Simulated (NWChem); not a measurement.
**One shape, several levels: SO2F2 (sulfuryl fluoride)**

Wanted: a comparison of 3 runs (PBE0/pcseg-0, PBE0/pcseg-1, PBE0/pcseg-2) of SO2F2 (sulfuryl fluoride). 

Program for the calculation: NWChem 7.3.0.

### 1 The system as given

SO2F2 has 5 atoms, charge 0, and is taken as a singlet. SMILES: `O=S(=O)(F)F`. The coordinates come from a PBE0-D4/def2-TZVP relaxation.

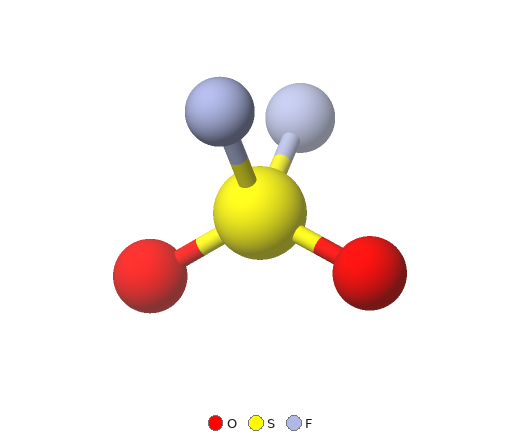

Viewed from a chosen angle; oxygen red, sulfur yellow, fluorine light blue.

### 2 Energy and one-electron properties at PBE0/pcseg-0 (run 1)

f2o2s.nw

```
start f2o2s
memory 2200 mb
geometry units angstrom noautosym nocenter noautoz
 O       -0.388200      -0.151100       1.421700
 S        0.070900      -0.096900       0.095900
 O        1.129600      -0.862200      -0.418700
 F       -1.140900      -0.267600      -0.837400
 F        0.328600       1.377800      -0.261400
end
basis spherical bse
 * library pcseg-0
end
dft
 xc pbe0
 grid fine
 convergence energy 1e-08
 iterations 100
 mulliken
 noprint "final vectors analysis"
end
property
 dipole
 quadrupole
 mulliken
end
task dft property
```

Started as:

```console
nwchem f2o2s.nw > f2o2s.out
```

What it wrote:

```text
[...]
          Wavefunction type:  closed shell.
          No. of atoms     :     5
          No. of electrons :    50
[...]
          Charge           :     0
          Spin multiplicity:     1
[...]
          AO basis - number of functions:    49
[...]
              XC Information
              --------------
                         PBE0 Method XC Functional
                     Hartree-Fock (Exact) Exchange  0.250
          PerdewBurkeErnzerhof Exchange Functional  0.750
            Perdew 1991 LDA Correlation Functional  1.000 local
           PerdewBurkeErnz. Correlation Functional  1.000 non-local
[...]
 d= 0,ls=0.0,diis     1   -745.7158155955 -1.04D+03  7.82D-02  2.33D+00     0.5
[...]
 d= 0,ls=0.0,diis     8   -746.0298106864  8.97D-09  5.41D-06  1.56D-07     3.0
         Total DFT energy =     -746.029810686424
      One electron energy =    -1607.765161836198
           Coulomb energy =      633.217812846365
    Exchange-Corr. energy =      -63.318563985805
 Nuclear repulsion energy =      291.836102289215
[...]
   Dipole moment        0.8856233866 Debye(s)
             DMX       -0.4084829679 DMXEFC        0.0000000000
             DMY        0.5582016723 DMYEFC        0.0000000000
             DMZ       -0.5530654039 DMZEFC        0.0000000000
   -EFC- dipole         0.0000000000 DEBYE(S)
   Total dipole         0.8856233866 DEBYE(S)
[...]
```

Run time: 3.6 s. Hardware: 1 thread of Intel Xeon Platinum 8375C at 2.90GHz (Ice Lake), shared host; peak memory 0.11 GiB.

Atomic charges (e):

| atom | Mulliken | Löwdin |
| --- | --- | --- |
| O1 | -0.663 | -0.630 |
| S2 | +2.097 | +1.960 |
| O3 | -0.663 | -0.630 |
| F4 | -0.385 | -0.350 |
| F5 | -0.385 | -0.350 |

### 3 The charge distribution at PBE0/pcseg-1 (run 2)

work.nw

```
start work
title "F2O2S properties"
memory total 2200 mb
charge 0

geometry units angstroms noautosym nocenter noautoz
  O       -0.388200      -0.151100       1.421700
  S        0.070900      -0.096900       0.095900
  O        1.129600      -0.862200      -0.418700
  F       -1.140900      -0.267600      -0.837400
  F        0.328600       1.377800      -0.261400
end

basis spherical bse
  * library pcseg-1
end

dft
  xc pbe0
  grid fine
  convergence energy 1e-08
  maxiter 100
  mulliken
  noprint "final vectors analysis"
end

property
  dipole
  quadrupole
  mulliken
end

task dft property
```

Started as:

```console
nwchem work.nw > work.out
```

What it wrote:

```text
[...]
          Wavefunction type:  closed shell.
          No. of atoms     :     5
          No. of electrons :    50
[...]
          Charge           :     0
          Spin multiplicity:     1
[...]
          AO basis - number of functions:    74
[...]
              XC Information
              --------------
                         PBE0 Method XC Functional
                     Hartree-Fock (Exact) Exchange  0.250
          PerdewBurkeErnzerhof Exchange Functional  0.750
            Perdew 1991 LDA Correlation Functional  1.000 local
           PerdewBurkeErnz. Correlation Functional  1.000 non-local
[...]
 d= 0,ls=0.0,diis     1   -747.4156605011 -1.04D+03  3.62D-02  2.46D+00     1.2
[...]
 d= 0,ls=0.0,diis     8   -747.6699466430 -2.08D-09  1.82D-06  2.09D-08     8.0
         Total DFT energy =     -747.669946642956
      One electron energy =    -1612.070982545531
           Coulomb energy =      636.007380585617
    Exchange-Corr. energy =      -63.442446972257
 Nuclear repulsion energy =      291.836102289215
[...]
   Dipole moment        1.0039126960 Debye(s)
             DMX       -0.4630372313 DMXEFC        0.0000000000
             DMY        0.6327239207 DMYEFC        0.0000000000
             DMZ       -0.6269750106 DMZEFC        0.0000000000
   -EFC- dipole         0.0000000000 DEBYE(S)
   Total dipole         1.0039126960 DEBYE(S)
[...]
```

It took 8.7 s on 1 thread of Intel Xeon Platinum 8375C at 2.90GHz (Ice Lake), shared host; peak memory 0.11 GiB.

Atomic charges (e):

| atom | Mulliken | Löwdin |
| --- | --- | --- |
| O1 | -0.358 | -0.380 |
| S2 | +1.177 | +1.120 |
| O3 | -0.358 | -0.380 |
| F4 | -0.231 | -0.180 |
| F5 | -0.231 | -0.180 |

### 4 The charge distribution at PBE0/pcseg-2 (run 3)

geom.nw

```
echo
start geom
memory 2200 mb
charge 0

geometry units atomic noautosym nocenter noautoz
   O  -0.73359168 -0.28553762  2.68662363
   S   0.13398158 -0.18311446  0.18122474
   O   2.13463463 -1.62932186 -0.79122833
   F  -2.15598854 -0.50569071 -1.58245666
   F   0.62096400  2.60366465 -0.49397441
end

basis spherical bse
   * library pcseg-2
end

dft
   xc pbe0
   grid fine
   convergence energy 1e-08
   maxiter 100
   mulliken
   noprint "final vectors analysis"
end

property
   dipole
   quadrupole
   mulliken
end

task dft property
```

Started as:

```console
nwchem geom.nw > geom.out
```

What it wrote:

```text
[...]
          Wavefunction type:  closed shell.
          No. of atoms     :     5
          No. of electrons :    50
[...]
          Charge           :     0
          Spin multiplicity:     1
[...]
          AO basis - number of functions:   154
[...]
              XC Information
              --------------
                         PBE0 Method XC Functional
                     Hartree-Fock (Exact) Exchange  0.250
          PerdewBurkeErnzerhof Exchange Functional  0.750
            Perdew 1991 LDA Correlation Functional  1.000 local
           PerdewBurkeErnz. Correlation Functional  1.000 non-local
[...]
 d= 0,ls=0.0,diis     1   -747.7517532540 -1.04D+03  1.22D-02  2.76D+00     7.6
[...]
 d= 0,ls=0.0,diis     8   -748.0001342203 -3.58D-09  6.89D-07  4.65D-08    54.0
         Total DFT energy =     -748.000134220306
      One electron energy =    -1613.370653386101
           Coulomb energy =      637.049221977132
    Exchange-Corr. energy =      -63.514784185957
 Nuclear repulsion energy =      291.836081374621
[...]
   Dipole moment        1.1352708932 Debye(s)
             DMX       -0.5236687736 DMXEFC        0.0000000000
             DMY        0.7155692906 DMYEFC        0.0000000000
             DMZ       -0.7089228497 DMZEFC        0.0000000000
   -EFC- dipole         0.0000000000 DEBYE(S)
   Total dipole         1.1352708932 DEBYE(S)
[...]
```

Run time: 55 s. Hardware: 1 thread of Intel Xeon Platinum 8375C at 2.90GHz (Ice Lake), shared host; peak memory 0.12 GiB.

Atomic charges (e):

| atom | Mulliken | Löwdin |
| --- | --- | --- |
| O1 | -0.437 | -0.440 |
| S2 | +1.294 | +1.240 |
| O3 | -0.437 | -0.440 |
| F4 | -0.210 | -0.180 |
| F5 | -0.210 | -0.180 |

### 5 The series

```
run         level  energy (Eh)  dipole moment (D)  wall time
  1  PBE0/pcseg-0  -746.029811               0.89      3.6 s
  2  PBE0/pcseg-1  -747.669947               1.00      8.7 s
  3  PBE0/pcseg-2  -748.000134               1.14       55 s
```

### 6 Results

| quantity | value |
| --- | --- |
| run 3: total energy | -748.00013 Eh |
| run 3: dipole moment | 1.14 D |

**Reading.** The dipole moment (its size) runs from 0.89 D (PBE0/pcseg-0) to 1.14 D (PBE0/pcseg-2). All runs together took 67 s, the longest 55 s.
